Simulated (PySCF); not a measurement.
# C5H3FOSi (SMILES O=CC#CC#C[SiH2]F): what the fields show

```xyz
11

O    -4.6045    0.1999   -0.1251
C    -3.6766   -0.5578   -0.0091
C    -2.3033   -0.1953   -0.0071
C    -1.1286    0.1160   -0.0059
C     0.1795    0.4553   -0.0029
C     1.3549    0.7634   -0.0021
Si    3.1226    1.2954   -0.0075
F     4.0091   -0.0332    0.1728
H    -3.8224   -1.6517    0.1123
H     3.4761    1.8360   -1.3096
H     3.3987    2.1185    1.1582
```

Geometry: GFN2-xTB.

The calculation used CAM-B3LYP/def2-SVPD, SCF density, gas phase in PySCF 2.14.0.

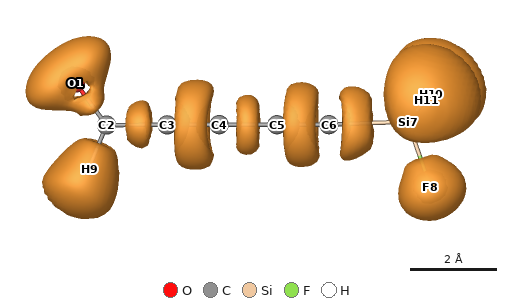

Figure 1. Isosurface of the ELF at 0.75 (orange), seen across its widest extent. Core shells and regions of very low density are left out.

What do the ELF domains correspond to?

Answer. At this value the surface marks out four regions between bonded C–C atoms (shared pairs), one region between bonded C–Si atoms (shared pairs), three regions around hydrogen nuclei, one region on O in which the atom's valence shell and bonds are merged and one region wrapped around F (its lone pairs, merged into a ring or cap).


C–O (1.20 Å): the ELF peaks at about 0.85 between the atoms (a multiple bond). C–C (1.22 Å): the ELF peaks at about 0.85 between the atoms (a multiple bond).

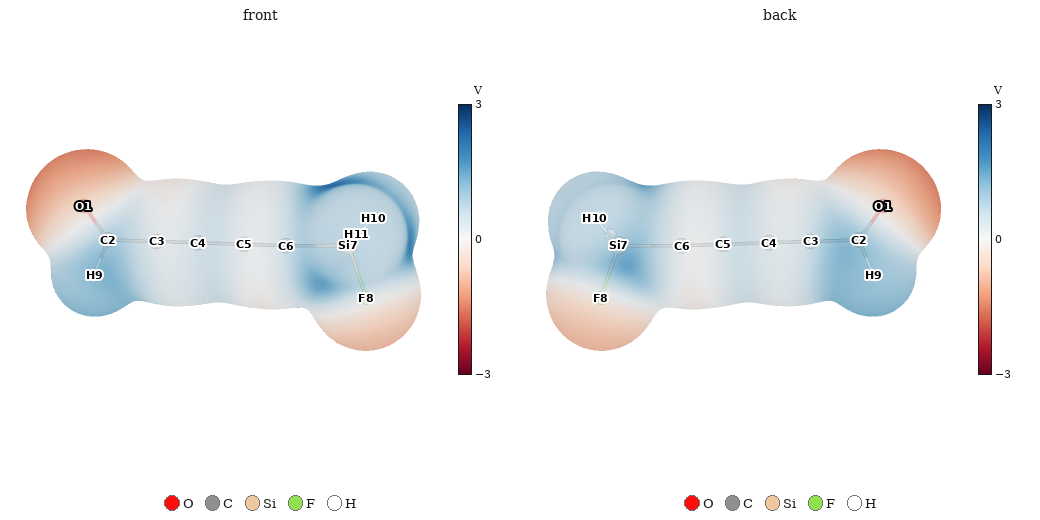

Figure 2. The molecular electrostatic potential painted on the density surface at 0.002 e/bohr³, seen from the front and from behind; the colour scale runs from red (negative) to blue (positive).

Where is the surface potential most negative and most positive?

Answer. The most negative region (about −1.4 V) lies over O1, the most positive (about +2.2 V) over Si7. O1 is the likeliest acceptor of a hydrogen bond.

What dipole moment does the calculation give?

Answer. Its dipole moment is 1.96 D.

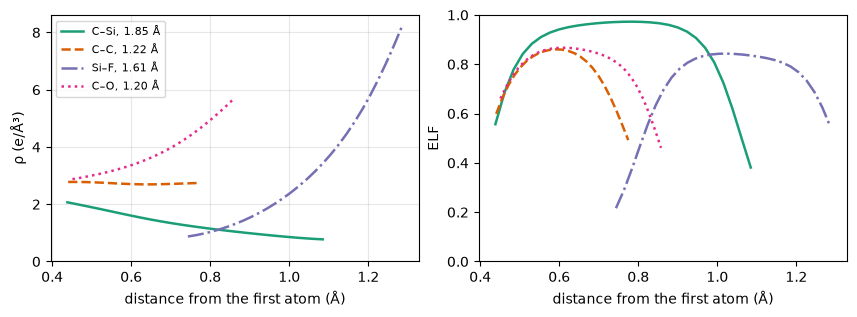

Figure 3. Electron density and ELF along straight lines between neighbouring atoms. The curves leave out the atomic cores.

What can be read from the curves?

Answer. C–Si (1.85 Å): ρ at the midpoint is about 0.95 e/Å³; the ELF peaks at about 1 between the atoms (localised, covalent bonding).
C–C (1.22 Å): the density is about 2.7 e/Å³ at the midpoint; the ELF peaks at about 0.85 between the atoms (a multiple bond).
Si–F (1.61 Å): ρ is about 1 e/Å³ halfway; the ELF peaks at about 0.85 in the valence shell of F, 0.6 Å from its nucleus, and is about 0.45 at the midpoint.
C–O (1.20 Å): the density is about 3.4 e/Å³ at the midpoint; the ELF peaks at about 0.85 between the atoms; a short, multiple covalent bond.
